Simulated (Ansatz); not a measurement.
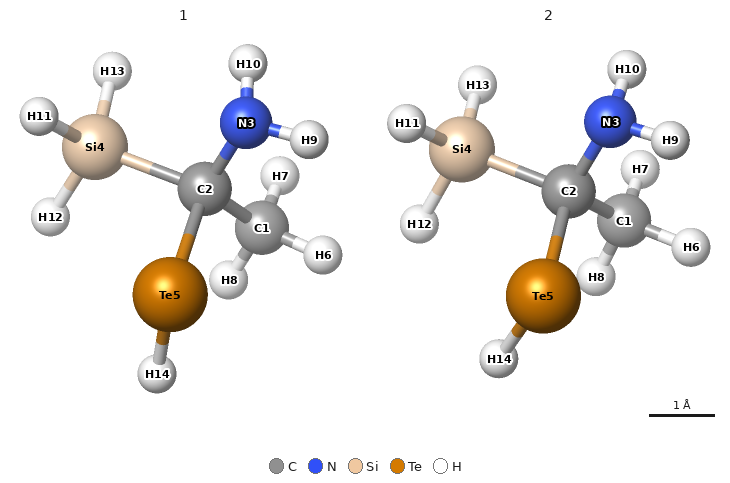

Two geometries of C$_{2}$H$_{9}$NSiTe, drawn at one scale. One is the start of a relaxation, the other its converged end. A ball-and-stick model, seen face on.

These are results of RKS BLYP-D4/def2-SVP (Ansatz), not measurements. Set-up: no spin polarisation; force threshold 0.015 eV/Å; at most 40 steps.

Question: Which one is relaxed?

Answer: Structure 1 is the relaxed one. The run prepares an end point of a later path (torsion) calculation, from a guessed geometry. The largest move after the best rigid fit is that of H14, 0.47 Å. By element the largest moves are H 0.47 Å, Te 0.14 Å, C 0.13 Å, Si 0.08 Å, N 0.05 Å. Among the contacts that change: C2–Te5 2.166 → 2.291 Å, Si4–H13 1.420 → 1.512 Å, Si4–H11 1.403 → 1.494 Å, C1–H6 1.181 → 1.110 Å. Among the angles between lasting bonds that change: H11–Si4–H13 114.8° → 108.5°, N3–C2–Te5 108.2° → 102.8°, C2–C1–H7 114.4° → 109.3°. The energy falls by 60.4 kJ/mol in 7 accepted moves (8 points after the start). The largest force component goes from 2.5 to 0.012 eV/Å. The line search rejected the trial step at point 3 of the run.
